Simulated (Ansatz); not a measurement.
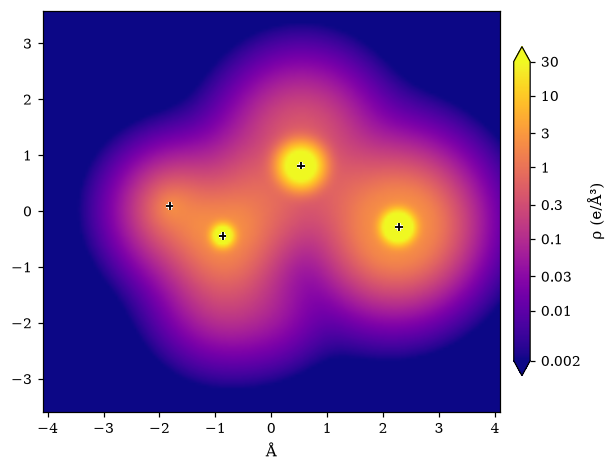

The electron density on a plane through atoms (crosses mark nuclei in the plane).

Theory: RKS PBE0-D4/def2-TZVPP (Ansatz).

Candidates:
A. C4H3Cl (SMILES ClC1=CC=C1)
B. CH5ClOSi (SMILES OC[SiH2]Cl)
C. C2H4SSi (SMILES [SiH3]C1=CS1)

Question: Which system is this?

Answer: Candidate B: CH5ClOSi on the plane of atoms C2, Si3 and Cl4, which holds C, Si, Cl and H. C–Si (1.88 Å): ρ at the midpoint is about 0.99 e/Å³. Si–Cl (2.07 Å): the density is about 0.88 e/Å³ at the midpoint.
